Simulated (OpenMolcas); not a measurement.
**C3H12AlN (SMILES C[N+](C)(C)[AlH3-]): methods side by side**

The species is C3H12AlN (17 atoms), meant as a singlet with charge 0. As SMILES, `C[N+](C)(C)[AlH3-]`. The coordinates come from a PBE0-D4/def2-TZVP relaxation.

Each level gives the HOMO–LUMO gap (eV). The values are calculated.

```json
{"level": "HF/6-31G* (spherical functions)", "kind": "Hartree–Fock", "program": "OpenMolcas", "value (eV)": "14.08", "CPU time": "10 s"}
{"level": "revPBE/6-31G* (spherical functions)", "kind": "GGA", "program": "OpenMolcas", "value (eV)": "6.13", "CPU time": "66 s"}
{"level": "M06-L/6-31G* (spherical functions)", "kind": "meta-GGA", "program": "OpenMolcas", "value (eV)": "6.94", "CPU time": "82 s"}
{"level": "TPSS/6-31G* (spherical functions)", "kind": "meta-GGA", "program": "OpenMolcas", "value (eV)": "6.54", "CPU time": "85 s"}
{"level": "M06-2X/6-31G* (spherical functions)", "kind": "hybrid meta-GGA", "program": "OpenMolcas", "value (eV)": "9.81", "CPU time": "82 s"}
{"level": "PBE0/6-31G* (spherical functions)", "kind": "global hybrid", "program": "OpenMolcas", "value (eV)": "8.10", "CPU time": "67 s"}
{"level": "B3LYP/6-31G* (Cartesian functions)", "kind": "global hybrid", "program": "OpenMolcas", "value (eV)": "7.72", "CPU time": "71 s"}
{"level": "B2PLYP/6-31G* (spherical functions)", "kind": "double hybrid", "program": "OpenMolcas", "value (eV)": "10.38", "CPU time": "33 s"}
```

The values span 6.13 to 14.08 eV. Orbital gaps aren't excitation energies, and those of double hybrids come from the SCF part alone; they tend to grow with the share of exact exchange. CPU times are rough (shared hosts, several kinds of processor and program).

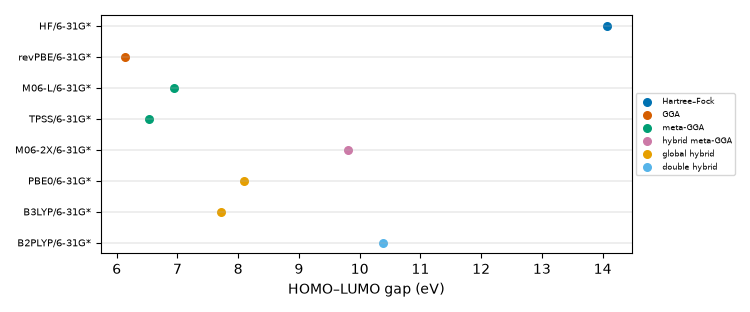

The values of the table, level by level.
